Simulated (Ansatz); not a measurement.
# Calculations on Sc8Pd8Pt

## 1. Relaxation

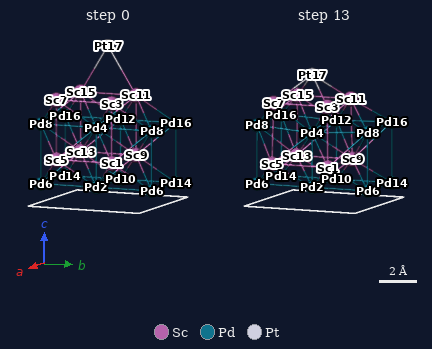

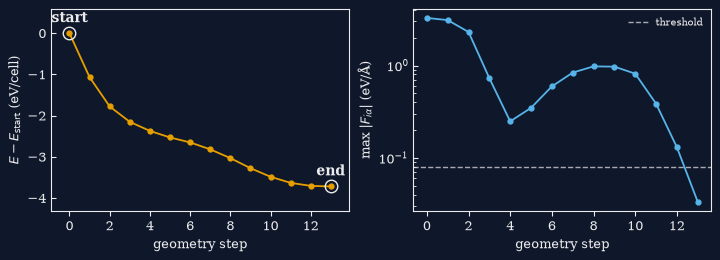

First and last geometry of a constrained relaxation of a slab of composition Sc₈Pd₈Pt, with the history of the run. Style: ball-and-stick. Shown: the cell of the calculation, outlined in the plane, without the vacuum (origin shifted), slightly off an axis.

It is Pt on ScPd(100), set down by a guess. The run prepares the start of a later molecular dynamics calculation, from a guessed geometry. 4 atoms are held fixed.

Theory: DFT PBE, scalar-relativistic, plane waves, PAW in Ansatz 0.2.0.

The input:
```yaml
accuracy: low
crystal:
  lattice:
    - [6.598933, 0.0, 0.0]
    - [0.0, 6.598933, 0.0]
    - [0.0, 0.0, 17.949199]
  atoms:
    - { symbol: Sc, position: [0.25, 0.25, 0.147624] }
    - { symbol: Pd, position: [0.0, 0.0, 0.0557128] }
    - { symbol: Sc, position: [0.25, 0.25, 0.3314465] }
    - { symbol: Pd, position: [0.0, 0.0, 0.2395353] }
    - { symbol: Sc, position: [0.25, 0.75, 0.147624] }
    - { symbol: Pd, position: [0.0, 0.5, 0.0557128] }
    - { symbol: Sc, position: [0.25, 0.75, 0.3314465] }
    - { symbol: Pd, position: [0.0, 0.5, 0.2395353] }
    - { symbol: Sc, position: [0.75, 0.25, 0.147624] }
    - { symbol: Pd, position: [0.5, 0.0, 0.0557128] }
    - { symbol: Sc, position: [0.75, 0.25, 0.3314465] }
    - { symbol: Pd, position: [0.5, 0.0, 0.2395353] }
    - { symbol: Sc, position: [0.75, 0.75, 0.147624] }
    - { symbol: Pd, position: [0.5, 0.5, 0.0557128] }
    - { symbol: Sc, position: [0.75, 0.75, 0.3314465] }
    - { symbol: Pd, position: [0.5, 0.5, 0.2395353] }
    - { symbol: Pt, position: [0.7618147, 0.0003174, 0.4796425] }
basis:
  ecutwfc: 420.0
kpoints:
  mp_grid: { grid: [3, 3, 1] }
hamiltonian:
  xc: pbe
scf:
  occupations: { method: fermi_dirac, width: 0.1 }
  lower_state_search: "off"
relax:
  f_tol: 0.08
  max_steps: 25
  adjacent_minimum: "off"
  constraints: [{ sites: [1, 5, 9, 13] }]
```

Command:
```bash
ansatz run input.yaml --threads 4 --pin off --max-ram 10240MiB --backend cpu --events-out ev --progress --plain --runs-dir out
```

What do the curves and the structures tell?

It converged. The largest move is that of Pt17, 2.09 Å at 49° to the normal (−c side). Largest moves by element: Pt 2.09 Å, Pd 0.30 Å, Sc 0.23 Å. The lattice vectors keep their values. Among the contacts that change: Sc3–Pt17 4.491 → 2.689 Å, Sc11–Pt17 3.130 → 2.694 Å, Pd2–Pd4 3.299 → 3.001 Å, Sc1–Pd16 2.857 → 3.021 Å. New bonds form, among them: Sc3–Pt17 (4.49 → 2.69 Å), Sc7–Pt17 (4.49 → 2.69 Å). Among the angles between lasting bonds that change: Sc11–Pt17–Sc15 63.6° → 72.6°. The energy falls by 3.717 eV per cell of the calculation in 13 geometry steps. The largest force component goes from 3.3 to 0.033 eV/Å.

Limits of the set-up: the program's low-accuracy preset was used; the periodic images lie only 6.6 Å apart, so the values are limited by the cell's size.

## 2. Dynamics

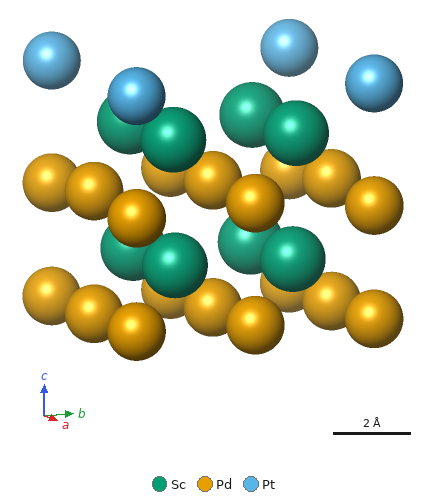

Starting frame of a dynamics run of Pt on ScPd(100) (17 atoms in the cell). Style: spheres-only. Shown: the simulation cell, with the vacuum cut short, slightly off an axis.

These are results of DFT PBE, scalar-relativistic, plane waves, PAW in Ansatz 0.2.0, not measurements.

Input
```yaml
accuracy: low
crystal:
  lattice:
    - [6.598933, 0.0, 0.0]
    - [0.0, 6.598933, 0.0]
    - [0.0, 0.0, 17.949199]
  atoms:
    - { symbol: Sc, position: [0.25227795, 0.25288449, 0.13491971] }
    - { symbol: Pd, position: [0.0, 0.0, 0.0557128] }
    - { symbol: Sc, position: [0.24100966, 0.24214255, 0.32106228] }
    - { symbol: Pd, position: [0.00221056, -3.25e-06, 0.222889] }
    - { symbol: Sc, position: [0.25227799, 0.7471145, 0.13491955] }
    - { symbol: Pd, position: [0.0, 0.5, 0.0557128] }
    - { symbol: Sc, position: [0.24100872, 0.75785597, 0.32106255] }
    - { symbol: Pd, position: [-0.00047599, 0.49999883, 0.23561856] }
    - { symbol: Sc, position: [0.74751092, 0.25204716, 0.13529575] }
    - { symbol: Pd, position: [0.5, 0.0, 0.0557128] }
    - { symbol: Sc, position: [0.75763228, 0.24167228, 0.32130921] }
    - { symbol: Pd, position: [0.49866193, -1.2e-06, 0.23652509] }
    - { symbol: Sc, position: [0.74751088, 0.74795186, 0.13529539] }
    - { symbol: Pd, position: [0.5, 0.5, 0.0557128] }
    - { symbol: Sc, position: [0.75763208, 0.75832704, 0.32130911] }
    - { symbol: Pd, position: [0.50107901, 0.49999937, 0.24315773] }
    - { symbol: Pt, position: [1.00049938, -5.4e-07, 0.40287531] }
basis:
  ecutwfc: 420.0
kpoints:
  mp_grid: { grid: [3, 3, 1] }
hamiltonian:
  xc: pbe
scf:
  occupations: { method: fermi_dirac, width: 0.1 }
  lower_state_search: "off"
md:
  timestep: 2
  n_steps: 110
  ensemble: nvt_langevin
  temperature: 700.0
  initial_velocities: maxwell_boltzmann
  seed: 786745
  friction: 0.02
  constraints: [{ sites: [1, 5, 9, 13] }]
```

Run as
```bash
ansatz run input.yaml --threads 4 --pin off --max-ram 10240MiB --backend cpu --events-out ev --progress --plain --runs-dir out
```

**Predict how the run goes.**

The mean temperature in the second half is 698 K (standard deviation 124 K). The potential energy in the second half lies on average 66.6 meV per atom above the first frame. In the second half of the run the atoms are, in the root-mean-square, this far from where they began (common drift taken out): Sc 0.28 Å, Pt 0.26 Å, Pd 0.22 Å. That is small against the typical shortest distance between atoms in the first frame, about 2.7 Å: the atoms vibrate about their sites and the arrangement holds.

Along the run (each row but the first and the last is the mean over the interval that it begins):

```csv
time (fs),potential energy (meV/atom),T (K)
0.0,0.0,700
26.0,34.2,465
52.0,57.2,504
78.0,61.3,647
104.0,54.2,903
130.0,79.0,674
156.0,67.5,732
182.0,60.8,593
208.0,66.0,594
```

The paths of the atoms:

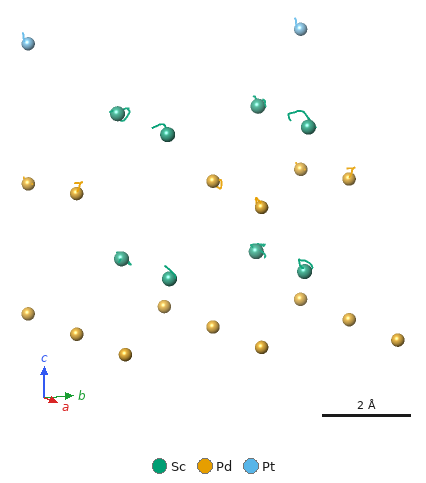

Limits of the set-up: the program's low-accuracy preset was used; the periodic images lie only 6.6 Å apart, so the values are limited by the cell's size.

Cost: 21 min on 4 threads of AMD EPYC 7B13 (Zen 3), with other jobs on the host, peak memory 2.8 GiB.

## 3. Dynamics

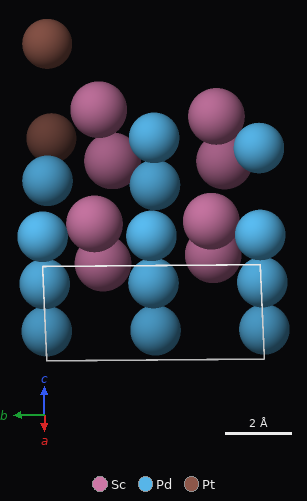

Starting frame of a dynamics run of Pt on ScPd(100) (17 atoms in the cell). It starts from the last geometry of an earlier run, with fresh velocities. A spheres-only model of the simulation cell, with the vacuum cut short, seen from a free direction.

All numbers below come from DFT PBE, scalar-relativistic, plane waves, PAW in Ansatz 0.2.0.

Input
```yaml
accuracy: low
crystal:
  lattice:
    - [6.598933, 0.0, 0.0]
    - [0.0, 6.598933, 0.0]
    - [0.0, 0.0, 17.949199]
  atoms:
    - { symbol: Sc, position: [0.28509038, 0.23046983, 0.13276061] }
    - { symbol: Pd, position: [0.0, 0.0, 0.0557128] }
    - { symbol: Sc, position: [0.26335123, 0.20625871, 0.32526617] }
    - { symbol: Pd, position: [0.02657031, 0.00642965, 0.22337175] }
    - { symbol: Sc, position: [0.27965401, 0.76687575, 0.12851688] }
    - { symbol: Pd, position: [0.0, 0.5, 0.0557128] }
    - { symbol: Sc, position: [0.22725102, 0.74660913, 0.33323439] }
    - { symbol: Pd, position: [0.01877734, 0.48799146, 0.24278419] }
    - { symbol: Sc, position: [0.75671859, 0.23041343, 0.15319981] }
    - { symbol: Pd, position: [0.5, 0.0, 0.0557128] }
    - { symbol: Sc, position: [0.77373298, 0.17870818, 0.33175204] }
    - { symbol: Pd, position: [0.50885687, -0.01287034, 0.250605] }
    - { symbol: Sc, position: [0.76593917, 0.73705718, 0.1409217] }
    - { symbol: Pd, position: [0.5, 0.5, 0.0557128] }
    - { symbol: Sc, position: [0.75579136, 0.69325401, 0.33064788] }
    - { symbol: Pd, position: [0.48694868, 0.49293705, 0.23722746] }
    - { symbol: Pt, position: [1.0020648, -0.02115874, 0.41765305] }
basis:
  ecutwfc: 420.0
kpoints:
  mp_grid: { grid: [3, 3, 1] }
hamiltonian:
  xc: pbe
scf:
  occupations: { method: fermi_dirac, width: 0.1 }
  lower_state_search: "off"
md:
  timestep: 2
  n_steps: 170
  ensemble: nvt_langevin
  temperature: 1050.0
  initial_velocities: maxwell_boltzmann
  seed: 235536
  friction: 0.01
  constraints: [{ sites: [1, 5, 9, 13] }]
```

Launched with:
```bash
ansatz run input.yaml --threads 4 --pin off --max-ram 10240MiB --backend cpu --events-out ev --progress --plain --runs-dir out
```

Question: What does the trajectory do?

Answer: Over the second half the temperature averages 1080 K (spread ±200 K). The potential energy is still drifting at the end, so the run hasn't reached equilibrium. The potential energy in the second half lies on average 34.5 meV per atom above the first frame. Root-mean-square distances from the starting positions over the second half, with the common drift of all atoms taken out: Pd 0.41 Å, Sc 0.38 Å, Pt 0.27 Å. That is small against the typical shortest distance between atoms in the first frame, about 2.6 Å: the atoms vibrate about their sites and the arrangement holds.

Along the run (each row but the first and the last is the mean over the interval that it begins):

```
time (fs)  potential energy (meV/atom)  T (K)
      0.0                          0.0   1050
     34.0                         28.5    905
     68.0                         32.1   1026
    102.0                         29.6   1062
    136.0                         70.0    906
    170.0                         80.0    817
    204.0                         53.2   1081
    238.0                         40.0   1056
    272.0                          3.2   1218
    306.0                         -2.1   1237
    340.0                          6.4    943
```

The paths of the atoms:

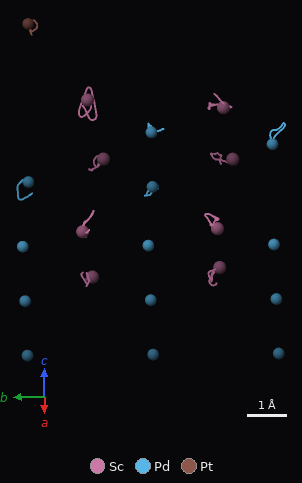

Limits of the set-up: the program's low-accuracy preset was used; the periodic images lie only 6.6 Å apart, so the values are limited by the cell's size.

The run took 32 min on 4 threads of AMD EPYC 7B13 (Zen 3) (shared host), peak memory 2.9 GiB.
